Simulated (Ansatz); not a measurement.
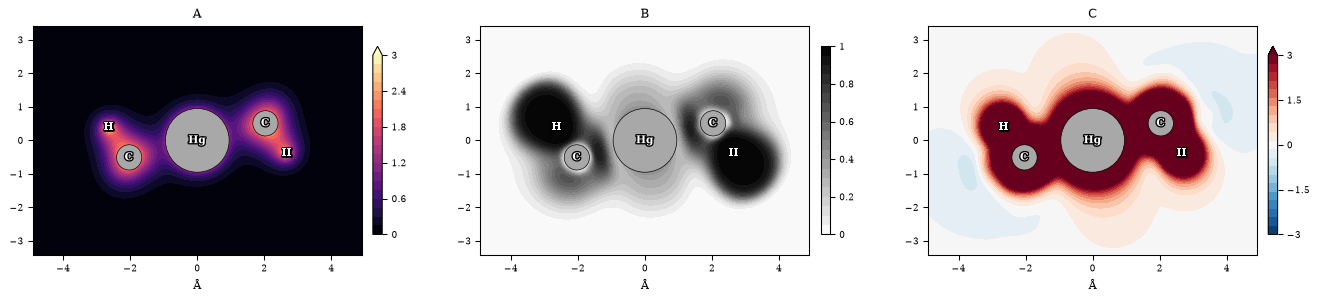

C₂H₆Hg: 3 fields on the plane of atoms Hg1, C6 and H8, with unlabelled colour scales. Grey discs cover the atomic cores.

Geometry: PBE0-D4/def2-TZVP; core potentials replace the inner electrons of Hg.

All numbers below come from RKS PBE0-D4/def2-TZVP in Ansatz 0.2.0.

```xyz
9

Hg    0.0000    0.0001    0.0000
C    -0.0035   -0.0148    2.0954
H    -0.4377    0.9085    2.4841
H     1.0147   -0.1052    2.4793
H    -0.5894   -0.8561    2.4711
C     0.0035    0.0149   -2.0954
H    -1.0185    0.0177   -2.4798
H     0.5153   -0.8681   -2.4835
H     0.5155    0.9030   -2.4712
```

Match the panels to the quantities (electron density, electron localisation function and electrostatic potential).

Answer. Panel A: electron density. Panel B: electron localisation function. Panel C: electrostatic potential (strongly positive close to the atoms and fading to about zero outside). From the grid: C–Hg (2.10 Å): ρ is about 0.91 e/Å³ halfway; the ELF peaks at about 0.90 in the valence shell of C, 0.7 Å from its nucleus, and is about 0.40 at the midpoint. C–H (1.09 Å): ρ at the midpoint is about 1.9 e/Å³; the ELF climbs to about 1 towards the hydrogen, as it does in any bond to H (an ordinary covalent bond to hydrogen).
